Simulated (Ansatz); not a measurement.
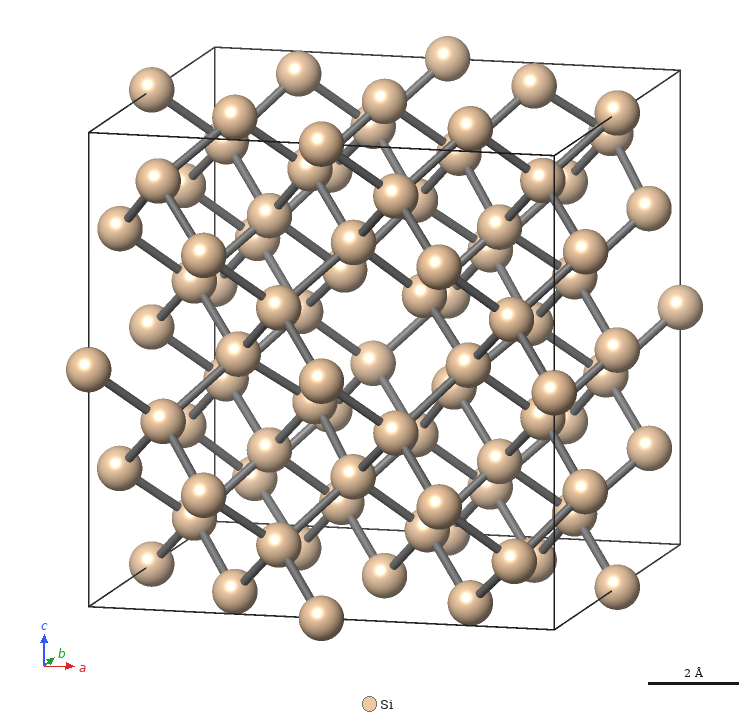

Ball-and-stick representation of a periodic structure, projected slightly off an axis. Lines trace the edges of the conventional unit cell. Cell: a = 10.804 Å, b = 10.804 Å, c = 10.804 Å, α = 90.00°, β = 90.00°, γ = 90.00°.

Describe the crystal.

The element is silicon. Symmetry: I-43m (No. 217), body-centred cubic lattice. The cell holds 62 atoms. The coordination, counted out to bonding distance, is Si 3 to 4 (mean 3.9). The bonds build a three-dimensional framework.

Source of the structure: a structure listed in the Materials Project, repeated into a supercell with a point defect put in. The atoms were relaxed in a fixed cell with DFT LDA, scalar-relativistic, plane waves, PAW in Ansatz.
